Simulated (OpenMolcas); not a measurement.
CH4FOSi: excited-state calculation (part 2 of 3)

CH4FOSi, multiplicity 2, SMILES CO[SiH]F; MC-PDFT (ftBLYP)/ANO-RCC-VDZ, DKH2 (OpenMolcas 26.06). The geometry comes from this level: GFN2-xTB.

Geometry of the input (Å):
```
C  -0.2051  1.1063  -0.1482
O  -0.6882  -0.1726  -0.4930
Si -0.1025  -1.6256  -0.1280
F  1.5157  -1.5664  -0.2858
H  -0.6840  1.8291  -0.8078
H  0.8777  1.1605  -0.2699
H  -0.4615  1.3342  0.8885
H  -0.2521  -2.0655  1.2443
```

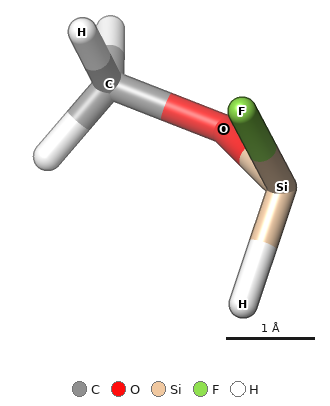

**Figure 1.** The structure as given in the input (stick view, seen at a tilt).

### Output, continued
```
      ************************************************************************************************************************
      *                                                    Final results                                                     *
      ************************************************************************************************************************

++    Final optimization conditions:
      ------------------------------

      Average CI energy                            -503.97934892
      RASSCF energy for state  5                   -503.89450802
      Super-CI energy                                -0.00000000
      RASSCF energy change                           -0.00000000
      Max change in MO coefficients               2.748E-05
      Max non-diagonal density matrix element     1.195E-05
      Maximum BLB matrix element                  1.297E-06
      (orbital pair  22,  25 in symmetry   1)
      Norm of electronic gradient            1.336E-01
--

      Final state energy(ies):
      ------------------------

::    RASSCF root number  1 Total energy:   -504.15819075
::    RASSCF root number  2 Total energy:   -503.96911325
::    RASSCF root number  3 Total energy:   -503.95095233
::    RASSCF root number  4 Total energy:   -503.92398025
::    RASSCF root number  5 Total energy:   -503.89450802
      Von Neumann Entropy (Root   1) =  0.53854

      Mulliken population analysis for root number:  1
      -----------------------------------------------

++    Molecular charges:
      ------------------

      Mulliken charges per centre
      ---------------------------

                C1      O2      SI3     F4      H5      H6      H7      H8
      Total    5.9458  8.9941 12.6184  9.6209  0.8830  0.8588  0.8945  1.1845

      N-E      0.0542 -0.9941  1.3816 -0.6209  0.1170  0.1412  0.1055 -0.1845

      Total electronic charge=   41.000000

      Total            charge=   -0.000000
--

      Expectation values of various properties for root number:  1
      -----------------------------------------------------------

++    Molecular properties:
      ---------------------

      Charge (e):
                      =   -0.0000
      Dipole Moment (debye):
      Origin of the operator (angstrom)=    0.1511   -0.7905   -0.2229
                   X= -1.2167E+00               Y=  1.0581E+00               Z=  1.3597E+00           Total=  2.1092E+00
      Quadrupole Moment (debye*angstrom):
      Origin of the operator (angstrom)=    0.1511   -0.7905   -0.2229
                  XX= -3.8088E+01              XY=  3.1848E+00              XZ= -9.7427E-01              YY= -2.5519E+01
                  YZ=  5.8947E-01              ZZ= -3.1660E+01
      In traceless form (debye*angstrom)
                  XX= -9.4989E+00              XY=  4.7771E+00              XZ= -1.4614E+00              YY=  9.3554E+00
                  YZ=  8.8420E-01              ZZ=  1.4352E-01
--

      Mulliken spin population analysis for root number:  1
      ---------------------------------------------------

++    Molecular charges:
      ------------------

      Mulliken spin population per centre
      ---------------------------

                C1      O2      SI3     F4      H5      H6      H7      H8
      Total    0.0227  0.0264  0.8848  0.0099  0.0009 -0.0004  0.0027  0.0529

      Total electronic spin=    1.000000
--

      LoProp population analysis for root number:  1
      -----------------------------------------------

++    LoProp analysis:
      ----------------

++    Static properties:
      ------------------

      LoProp Charges per center

                   C1       O2       SI3      F4       H5       H6       H7       H8
      Nuclear      6.0000   8.0000  14.0000   9.0000   1.0000   1.0000   1.0000   1.0000
      Electronic  -6.0763  -8.7075 -12.9541  -9.5591  -0.8671  -0.8688  -0.8837  -1.0836

      Total       -0.0763  -0.7075   1.0459  -0.5591   0.1329   0.1312   0.1163  -0.0836
--

      Natural Bond Order analysis for root number:  1

++    Natural Bond Order analysis
      ---------------------------
      Based on LoProp computed density
      -------------------------------------------------------------------------------------
      Atom A       Atom B       Bond Order
      -------------------------------------------------------------------------------------
      NBO located      0.998 non-bonded electrons on atom C1
      NBO located      0.999 non-bonded electrons on atom O2
      NBO located      0.954 non-bonded electrons on atom O2
      NBO located      0.991 non-bonded electrons on atom SI3
      NBO located      1.000 non-bonded electrons on atom SI3
      NBO located      0.999 non-bonded electrons on atom SI3
      NBO located      0.997 non-bonded electrons on atom SI3
      NBO located      0.997 non-bonded electrons on atom SI3
      NBO located      1.016 non-bonded electrons on atom F4
      NBO located      1.000 non-bonded electrons on atom F4
      NBO located      0.990 non-bonded electrons on atom F4
      NBO located      0.980 non-bonded electrons on atom F4
      The remaining    9.828 electrons are to be considered as diffuse
--

--

      Von Neumann Entropy (Root   2) =  0.70538

      Mulliken population analysis for root number:  2
      -----------------------------------------------

++    Molecular charges:
      ------------------

      Mulliken charges per centre
      ---------------------------

                C1      O2      SI3     F4      H5      H6      H7      H8
      Total    5.9670  8.2302 13.3816  9.6219  0.8742  0.8547  0.8610  1.2096

      N-E      0.0330 -0.2302  0.6184 -0.6219  0.1258  0.1453  0.1390 -0.2096

      Total electronic charge=   41.000000

      Total            charge=   -0.000000
--

      Expectation values of various properties for root number:  2
      -----------------------------------------------------------

++    Molecular properties:
      ---------------------

      Charge (e):
                      =   -0.0000
      Dipole Moment (debye):
      Origin of the operator (angstrom)=    0.1511   -0.7905   -0.2229
                   X= -1.4764E+00               Y=  7.6386E+00               Z=  2.0965E+00           Total=  8.0575E+00
      Quadrupole Moment (debye*angstrom):
      Origin of the operator (angstrom)=    0.1511   -0.7905   -0.2229
                  XX= -3.8996E+01              XY= -1.5189E+00              XZ= -2.0194E+00              YY= -2.9065E+01
                  YZ= -1.3879E+00              ZZ= -3.3693E+01
      In traceless form (debye*angstrom)
                  XX= -7.6170E+00              XY= -2.2783E+00              XZ= -3.0291E+00              YY=  7.2790E+00
                  YZ= -2.0818E+00              ZZ=  3.3795E-01
--

      Mulliken spin population analysis for root number:  2
      ---------------------------------------------------

++    Molecular charges:
      ------------------

      Mulliken spin population per centre
      ---------------------------

                C1      O2      SI3     F4      H5      H6      H7      H8
      Total    0.0154  0.8545  0.0589  0.0017  0.0039  0.0115  0.0361  0.0182

      Total electronic spin=    1.000000
--

      LoProp population analysis for root number:  2
      -----------------------------------------------

++    LoProp analysis:
      ----------------

++    Static properties:
      ------------------

      LoProp Charges per center

                   C1       O2       SI3      F4       H5       H6       H7       H8
      Nuclear      6.0000   8.0000  14.0000   9.0000   1.0000   1.0000   1.0000   1.0000
      Electronic  -6.0981  -8.0360 -13.6298  -9.5678  -0.8594  -0.8653  -0.8466  -1.0969

      Total       -0.0981  -0.0360   0.3702  -0.5678   0.1406   0.1347   0.1534  -0.0969
--

      Natural Bond Order analysis for root number:  2

++    Natural Bond Order analysis
      ---------------------------
      Based on LoProp computed density
      -------------------------------------------------------------------------------------
      Atom A       Atom B       Bond Order
      -------------------------------------------------------------------------------------
      NBO located      0.998 non-bonded electrons on atom C1
      NBO located      0.998 non-bonded electrons on atom O2
      NBO located      0.980 non-bonded electrons on atom SI3
      NBO located      1.000 non-bonded electrons on atom SI3
      NBO located      0.998 non-bonded electrons on atom SI3
      NBO located      0.997 non-bonded electrons on atom SI3
      NBO located      0.996 non-bonded electrons on atom SI3
      NBO located      1.000 non-bonded electrons on atom F4
      NBO located      0.991 non-bonded electrons on atom F4
      NBO located      0.973 non-bonded electrons on atom F4
      The remaining   11.379 electrons are to be considered as diffuse
--

--

      Von Neumann Entropy (Root   3) =  0.63294

      Mulliken population analysis for root number:  3
      -----------------------------------------------

++    Molecular charges:
      ------------------

      Mulliken charges per centre
      ---------------------------

                C1      O2      SI3     F4      H5      H6      H7      H8
      Total    5.9562  8.2685 13.3739  9.6096  0.8567  0.8357  0.8958  1.2035

      N-E      0.0438 -0.2685  0.6261 -0.6096  0.1433  0.1643  0.1042 -0.2035

      Total electronic charge=   41.000000

      Total            charge=   -0.000000
--

      Expectation values of various properties for root number:  3
      -----------------------------------------------------------

++    Molecular properties:
      ---------------------

      Charge (e):
                      =   -0.0000
      Dipole Moment (debye):
      Origin of the operator (angstrom)=    0.1511   -0.7905   -0.2229
                   X= -1.8102E+00               Y=  7.9449E+00               Z=  1.8713E+00           Total=  8.3606E+00
      Quadrupole Moment (debye*angstrom):
      Origin of the operator (angstrom)=    0.1511   -0.7905   -0.2229
                  XX= -3.7227E+01              XY= -2.0105E+00              XZ= -9.2401E-01              YY= -2.8861E+01
                  YZ= -2.3436E+00              ZZ= -3.4483E+01
      In traceless form (debye*angstrom)
                  XX= -5.5547E+00              XY= -3.0157E+00              XZ= -1.3860E+00              YY=  6.9934E+00
                  YZ= -3.5153E+00              ZZ= -1.4387E+00
--

      Mulliken spin population analysis for root number:  3
      ---------------------------------------------------

++    Molecular charges:
      ------------------

      Mulliken spin population per centre
      ---------------------------

                C1      O2      SI3     F4      H5      H6      H7      H8
      Total    0.0248  0.8285  0.0479  0.0153  0.0213  0.0306  0.0014  0.0303

      Total electronic spin=    1.000000
--

      LoProp population analysis for root number:  3
      -----------------------------------------------

++    LoProp analysis:
      ----------------

++    Static properties:
      ------------------

      LoProp Charges per center

                   C1       O2       SI3      F4       H5       H6       H7       H8
      Nuclear      6.0000   8.0000  14.0000   9.0000   1.0000   1.0000   1.0000   1.0000
      Electronic  -6.0892  -8.0462 -13.6405  -9.5564  -0.8414  -0.8436  -0.8832  -1.0996

      Total       -0.0892  -0.0462   0.3595  -0.5564   0.1586   0.1564   0.1168  -0.0996
--

      Natural Bond Order analysis for root number:  3

++    Natural Bond Order analysis
      ---------------------------
      Based on LoProp computed density
      -------------------------------------------------------------------------------------
      Atom A       Atom B       Bond Order
        O2           SI3            0.778
      -------------------------------------------------------------------------------------
      NBO located      1.556 electrons involved in    1 bonds.
      NBO located      0.998 non-bonded electrons on atom C1
      NBO located      0.998 non-bonded electrons on atom O2
      NBO located      0.981 non-bonded electrons on atom SI3
      NBO located      1.000 non-bonded electrons on atom SI3
      NBO located      0.999 non-bonded electrons on atom SI3
      NBO located      0.998 non-bonded electrons on atom SI3
      NBO located      0.997 non-bonded electrons on atom SI3
      NBO located      1.020 non-bonded electrons on atom F4
      NBO located      1.000 non-bonded electrons on atom F4
      NBO located      0.990 non-bonded electrons on atom F4
      NBO located      0.971 non-bonded electrons on atom F4
      The remaining    8.808 electrons are to be considered as diffuse
--

--

      Von Neumann Entropy (Root   4) =  0.78370

      Mulliken population analysis for root number:  4
      -----------------------------------------------

++    Molecular charges:
      ------------------

      Mulliken charges per centre
      ---------------------------

                C1      O2      SI3     F4      H5      H6      H7      H8
      Total    5.9232  8.7628 12.9500  9.5788  0.8798  0.8626  0.8858  1.1570

      N-E      0.0768 -0.7628  1.0500 -0.5788  0.1202  0.1374  0.1142 -0.1570

      Total electronic charge=   41.000000

      Total            charge=   -0.000000
--

      Expectation values of various properties for root number:  4
      -----------------------------------------------------------

++    Molecular properties:
      ---------------------

      Charge (e):
                      =   -0.0000
      Dipole Moment (debye):
      Origin of the operator (angstrom)=    0.1511   -0.7905   -0.2229
                   X= -1.9436E+00               Y=  1.7895E+00               Z= -1.5676E-01           Total=  2.6466E+00
      Quadrupole Moment (debye*angstrom):
      Origin of the operator (angstrom)=    0.1511   -0.7905   -0.2229
                  XX= -4.3205E+01              XY=  5.3311E+00              XZ=  3.3181E-01              YY= -2.6755E+01
                  YZ=  2.6968E+00              ZZ= -3.2108E+01
      In traceless form (debye*angstrom)
                  XX= -1.3773E+01              XY=  7.9966E+00              XZ=  4.9771E-01              YY=  1.0901E+01
                  YZ=  4.0452E+00              ZZ=  2.8723E+00
--

      Mulliken spin population analysis for root number:  4
      ---------------------------------------------------

++    Molecular charges:
      ------------------

      Mulliken spin population per centre
      ---------------------------

                C1      O2      SI3     F4      H5      H6      H7      H8
      Total    0.0007 -0.0680  1.0493 -0.0332 -0.0017  0.0032  0.0008  0.0489

      Total electronic spin=    1.000000
--

      LoProp population analysis for root number:  4
      -----------------------------------------------

++    LoProp analysis:
      ----------------

++    Static properties:
      ------------------

      LoProp Charges per center

                   C1       O2       SI3      F4       H5       H6       H7       H8
      Nuclear      6.0000   8.0000  14.0000   9.0000   1.0000   1.0000   1.0000   1.0000
      Electronic  -6.0691  -8.6002 -13.0729  -9.5968  -0.8663  -0.8719  -0.8755  -1.0472

      Total       -0.0691  -0.6002   0.9271  -0.5968   0.1337   0.1281   0.1245  -0.0472
--

      Natural Bond Order analysis for root number:  4
```
